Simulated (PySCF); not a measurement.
## Electronic structure of C4H4FN (SMILES C/C=C(\F)C#N) in real space

```xyz
10

C    -1.5337   -0.1183    0.0883
C    -0.1079   -0.3748   -0.2356
C     0.9074    0.3963    0.1568
F     0.7053    1.5056    0.9033
C     2.2611    0.1318   -0.1637
N     3.3521   -0.0946   -0.4302
H    -1.9490   -0.9692    0.6281
H    -2.1068   -0.0042   -0.8317
H    -1.6450    0.7782    0.6925
H     0.1253   -1.2461   -0.8304
```

Geometry: GFN2-xTB.

Computed with PBE0/pcSseg-1, SCF density, gas phase, non-relativistic in PySCF 2.14.0.

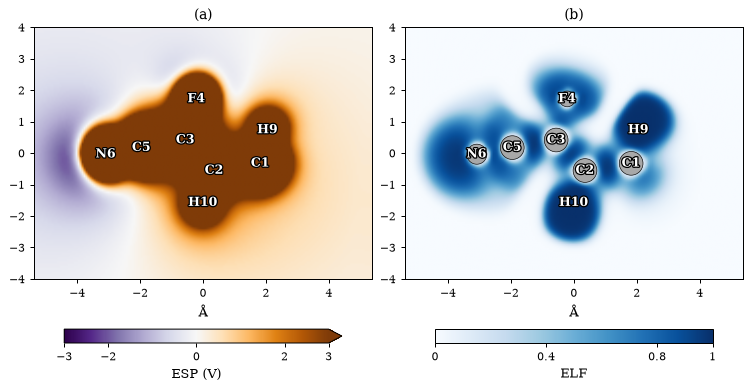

Figure 1. (a) electrostatic potential; (b) ELF on the plane of atoms C1, C2 and C3. Grey discs cover the atomic cores in the ELF map.

Q: What do the fields say about this system?

A: Atoms in the plane: C, F, N and H. C–N (1.15 Å): the ELF peaks at about 0.85 between the atoms (a short, multiple covalent bond). C–C (1.33 Å): the ELF peaks at about 0.95 between the atoms (a short, multiple covalent bond). C–F (1.35 Å): the ELF peaks at about 0.85 between the atoms: a polar covalent bond. C–H (1.08 Å): the ELF climbs to about 1 towards the hydrogen, as it does in any bond to H; an ordinary covalent bond to hydrogen. C–C (1.42 Å): the ELF peaks at about 0.95 between the atoms, as expected for a covalent bond. The ELF also peaks beside N6 and F4, away from the bonds: lone-pair regions. Outside the dense part of the molecule the potential is most negative (−2.0 V) near N6.

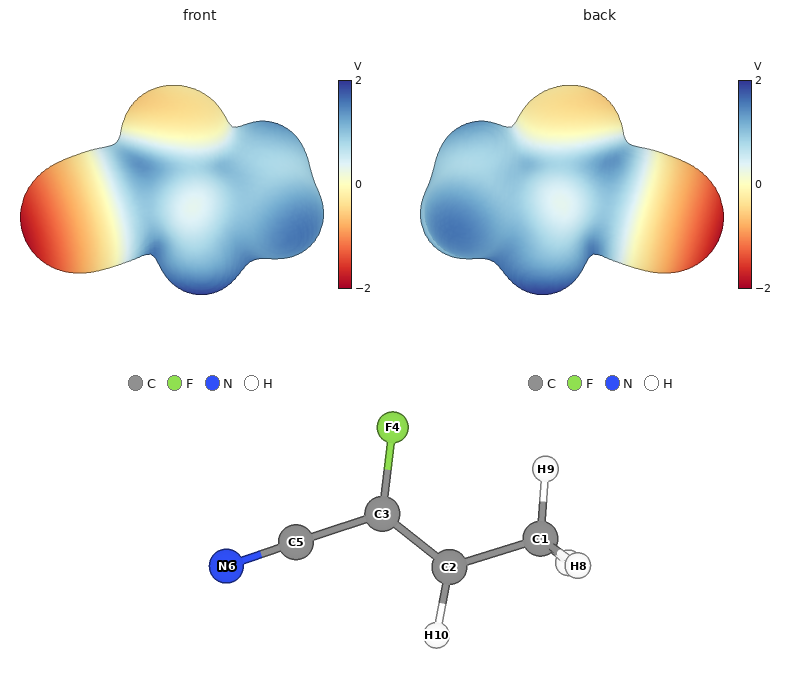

Figure 2. The electrostatic potential painted on the density surface at 0.004 e/bohr³, seen from the front and from behind; the colour scale runs from red (negative) to blue (positive). The bare structure is drawn below in the same view.

Q: Where is the surface potential most negative and most positive?

A: The most negative region (about −1.8 V) lies over N6, the most positive (about +1.9 V) over H10. N6 is the likeliest acceptor of a hydrogen bond.

Q: How polar is the molecule by this calculation?

A: Its dipole moment is 4.17 D.
